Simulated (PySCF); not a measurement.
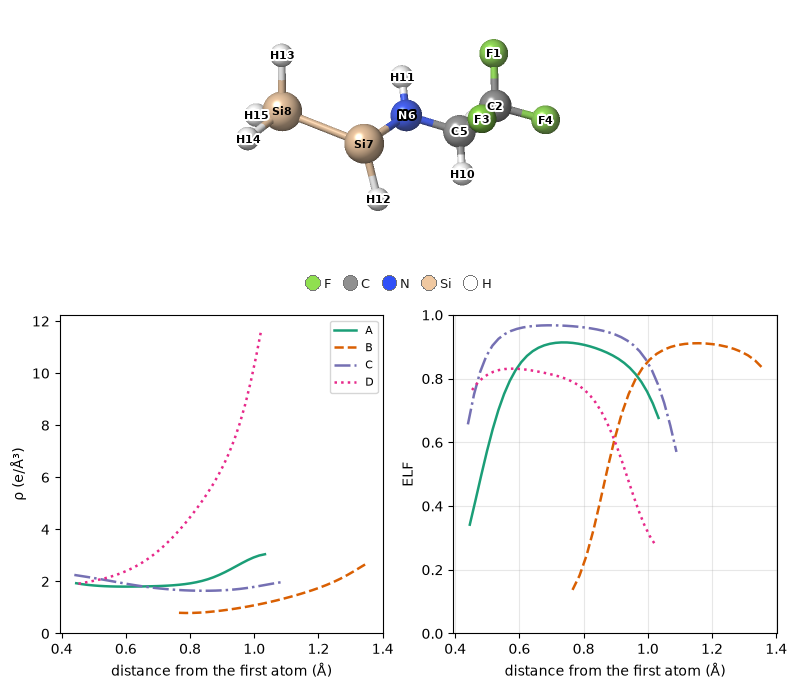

Figure. C$_{2}$H$_{7}$F$_{3}$NSi$_{2}$ (SMILES FC(F)(F)CN[SiH][SiH3]) (doublet). Electron density and electron localisation function along straight lines between neighbouring atoms. The curves leave out the atomic cores. The structure is drawn too.

Geometry: GFN2-xTB.

Computed with UKS B3LYP, pcH-1 on C F H N Si, non-relativistic, mean-field spin-orbit, GIAO in PySCF.

```yaml
atoms:
  - { symbol: F, position_ang: [-2.2411, 1.5597, 0.7982] }
  - { symbol: C, position_ang: [-2.2683, 0.8396, -0.3351] }
  - { symbol: F, position_ang: [-1.6842, 1.5926, -1.2779] }
  - { symbol: F, position_ang: [-3.5585, 0.7159, -0.6814] }
  - { symbol: C, position_ang: [-1.5778, -0.5137, -0.1670] }
  - { symbol: N, position_ang: [-0.2174, -0.3757, 0.2351] }
  - { symbol: Si, position_ang: [1.0717, -0.0350, -0.8975] }
  - { symbol: Si, position_ang: [3.0466, -0.2036, 0.2377] }
  - { symbol: H, position_ang: [-2.1620, -1.0844, 0.5650] }
  - { symbol: H, position_ang: [-1.6211, -1.0191, -1.1343] }
  - { symbol: H, position_ang: [-0.1403, 0.0242, 1.1589] }
  - { symbol: H, position_ang: [0.6866, -0.9737, -1.9691] }
  - { symbol: H, position_ang: [3.1281, 0.8915, 1.2121] }
  - { symbol: H, position_ang: [4.0965, -0.0012, -0.7633] }
  - { symbol: H, position_ang: [3.4367, -1.4092, 0.9853] }
```

Which curve belongs to which contact (C–C, C–F, C–N and Si–N)? The first atom named is at distance zero.

Answer. Curve A: C–N (1.43 Å): the density is about 1.8 e/Å³ at the midpoint; the ELF peaks at about 0.90 between the atoms: a covalent bond. Curve B: Si–N (1.75 Å): ρ is about 0.85 e/Å³ halfway; the ELF peaks at about 0.90 between the atoms, as expected for a polar covalent bond. Curve C: C–C (1.53 Å): ρ is about 1.7 e/Å³ halfway; the ELF peaks at about 0.95 between the atoms; localised, covalent bonding. Curve D: C–F (1.34 Å): the density is about 2.9 e/Å³ at the midpoint; the ELF peaks at about 0.85 between the atoms (a shared but strongly polarised pair).
